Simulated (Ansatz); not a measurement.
# revPBE/STO-3G run of BH2Cl (SMILES BCl)

What is the energy change on altering one bond length of BH2Cl at revPBE/STO-3G? 

Program for the calculation: Ansatz 0.2.0.

56 further runs of the same task are left out: 2 that didn't finish, 54 set aside as unsound or not needed.

**1. Starting point**

BH2Cl: 4 atoms, total charge 0, spin state singlet. SMILES: `BCl`. The shape is that of a PBE0-D4/def2-TZVP optimisation.

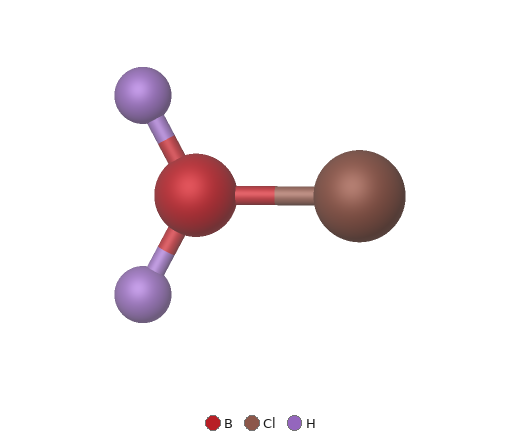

The structure, seen from a chosen angle (boron red, chlorine brown, hydrogen purple).

**2. A single-point energy at revPBE/STO-3G**

Input file molecule.yaml:

```yaml
crystal:
  periodic: [false, false, false]
  atoms:
    - {symbol: B, position_ang: [-0.116700, 0.021700, -0.075300]}
    - {symbol: Cl, position_ang: [1.365000, -0.395300, 0.721200]}
    - {symbol: H, position_ang: [-1.106200, -0.559500, 0.240400]}
    - {symbol: H, position_ang: [-0.086600, 0.872800, -0.906600]}
basis:
  gaussian: {orbitals: STO-3G}
accuracy: high
hamiltonian: {xc: {name: revPBE}}
```

Command:

```bash
$ ansatz run molecule.yaml --threads 1 --pin off --max-ram 2610MiB --events-out events.jsonl --progress --plain --runs-dir runs
```

Output:

```text
Warning: RAYON_NUM_THREADS=1 ignored (pool sized by the plan → 1); use --threads N
Functional definition: revPBE
  name "revPBE"
  parameter kappa = 1.245
  parameter beta = 0.06672455060314922
  exchange = pbe_x(kappa = kappa, mu = beta*pi^2/3)
  correlation = pbe_c(beta = beta)
263 factors; integrals over basis functions are off by at most 1.2e-8 eV
mean field evaluation 1: about -13083.8196 eV, gradient 1.4e1 eV
mean field evaluation 2: about -13082.5007 eV, gradient 2.4e1 eV
mean field evaluation 4: about -13084.5267 eV, gradient 2.7e-1 eV
mean field evaluation 8: about -13084.4875 eV, gradient 1.3e-3 eV
mean field evaluation 16: about -13084.4875 eV, gradient 4.2e-9 eV
mean field -13084.48745142 eV, -480.8460448557 hartree, gradient 4.2e-9 eV, S^2 0.000000; 0 other end points of the search recorded, 0 dependent functions left out
reference -13084.48745335 eV, -480.8460449264 hartree; 12, 12 occupied and 4, 4 virtual orbitals, 263 factors
Total energy: -13084.48745335 eV, -480.8460449264 hartree
```

Wall time 0.72 s (1 thread of Arm Neoverse V1, shared host).

**3. The distorted shape at the same level**

Input file run.yaml:

```yaml
crystal:
  periodic: [false, false, false]
  atoms:
    - {symbol: B, position_ang: [-0.487115, 0.125947, -0.274420]}
    - {symbol: Cl, position_ang: [1.365000, -0.395300, 0.721200]}
    - {symbol: H, position_ang: [-1.476615, -0.455253, 0.041280]}
    - {symbol: H, position_ang: [-0.457015, 0.977047, -1.105720]}
basis:
  gaussian:
    orbitals: STO-3G
hamiltonian:
  xc: {name: revPBE}
accuracy: high
```

Command:

```bash
$ ansatz run run.yaml --threads 1 --pin off --max-ram 2610MiB --events-out events.jsonl --progress --plain --runs-dir runs
```

Output (excerpt; [...] marks lines left out):

```text
Warning: RAYON_NUM_THREADS=1 ignored (pool sized by the plan → 1); use --threads N
[... 6 set-up lines as earlier in the session ...]
258 factors; integrals over basis functions are off by at most 1.2e-8 eV
mean field evaluation 1: about -13081.5731 eV, gradient 1.8e1 eV
mean field evaluation 2: about -13041.4057 eV, gradient 9.5e1 eV
mean field evaluation 4: about -13083.3081 eV, gradient 1.2e0 eV
mean field evaluation 8: about -13083.2615 eV, gradient 6.8e-3 eV
mean field evaluation 16: about -13083.2615 eV, gradient 1.8e-8 eV
mean field -13083.26154309 eV, -480.8009935554 hartree, gradient 1.8e-8 eV, S^2 0.000000; 0 other end points of the search recorded, 0 dependent functions left out
reference -13083.26154509 eV, -480.8009936287 hartree; 12, 12 occupied and 4, 4 virtual orbitals, 258 factors
Total energy: -13083.26154509 eV, -480.8009936287 hartree
```

Wall time 0.73 s (1 thread of Arm Neoverse V1, shared host).

**4. Summary of results**

At revPBE/STO-3G:

```
                                                          quantity          value
                                         first shape: total energy  -480.84604 Eh
                                     distorted shape: total energy  -480.80099 Eh
energy change with the B1–Cl2 bond stretched from 1.733 to 2.166 Å       1.226 eV
```

With the B1–Cl2 bond stretched from 1.733 to 2.166 Å the energy rises by 1.23 eV (28 kcal/mol). The first shape isn't relaxed at this level, so the change isn't measured from a minimum. The minimal basis adds a large error of its own.
